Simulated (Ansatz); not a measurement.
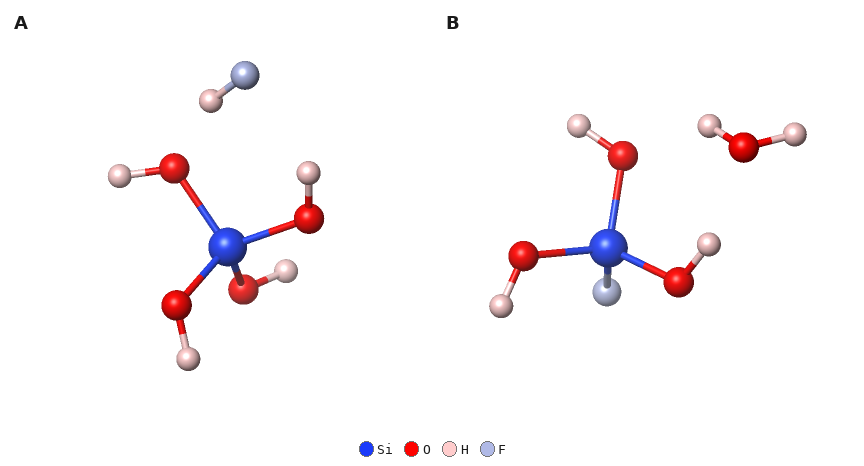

2 stationary structures of one formula. Geometries: PBE0-D4/def2-TZVP. Electronic energies: CCSD(T)/CBS (MP2 limit from def2-TZVPP and def2-QZVPP plus CCSD(T) − MP2) (Ansatz 0.2.0), without zero-point energy. Each is one conformer, not always the lowest.

Which is lowest in energy, and by how much?

B is lowest (a minimum); A lies 0.359 eV above it (a minimum).

Give E(B) − E(A) in eV at these levels too: CAM-B3LYP-D4/def2-TZVPP; RHF/STO-3G; SPW92 (LDA)/def2-TZVPP; B3LYP-D4/def2-TZVPP; ωB97M-V/def2-TZVPP; RHF-CCSD(T) (frozen core)/def2-SVP; SPW92 (LDA)/def2-SVP; BLYP-D4/def2-TZVPP.

```json
{"level": "CAM-B3LYP-D4/def2-TZVPP", "E(B) − E(A) (eV)": "−0.349"}
{"level": "RHF/STO-3G", "E(B) − E(A) (eV)": "−0.248"}
{"level": "SPW92 (LDA)/def2-TZVPP", "E(B) − E(A) (eV)": "−0.260"}
{"level": "B3LYP-D4/def2-TZVPP", "E(B) − E(A) (eV)": "−0.353"}
{"level": "ωB97M-V/def2-TZVPP", "E(B) − E(A) (eV)": "−0.350"}
{"level": "RHF-CCSD(T) (frozen core)/def2-SVP", "E(B) − E(A) (eV)": "−0.350"}
{"level": "SPW92 (LDA)/def2-SVP", "E(B) − E(A) (eV)": "−0.279"}
{"level": "BLYP-D4/def2-TZVPP", "E(B) − E(A) (eV)": "−0.350"}
```
